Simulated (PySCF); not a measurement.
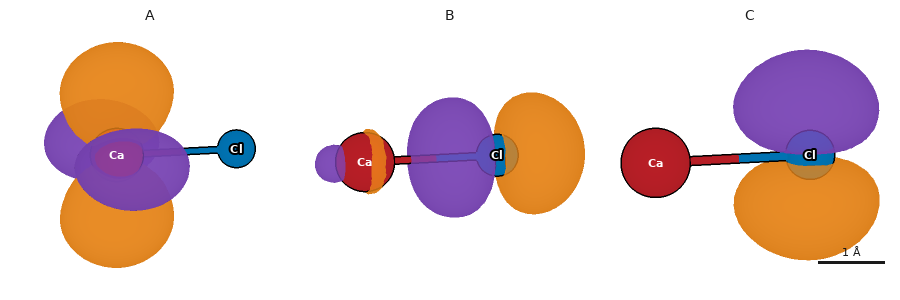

*CaCl (doublet). Three frontier β-spin orbitals, each drawn at the value that holds 80 % of its norm (orange and purple are the two phases), in no order; of a degenerate pair one member is drawn.*

Computed with PBE0/6-31G(d,p), non-relativistic, at a bond length of 2.441 Å (PySCF 2.14.0).

Q: Name the orbitals and rank them from lowest to highest energy.

A: Orbital B: σ, occupied in this spin, −8.62 eV; mainly on Cl (90 %).
Orbital C: π, occupied in this spin, −8.05 eV; mainly on Cl (90 %).
Orbital A: δ, empty in this spin, −0.52 eV; almost wholly on Ca.
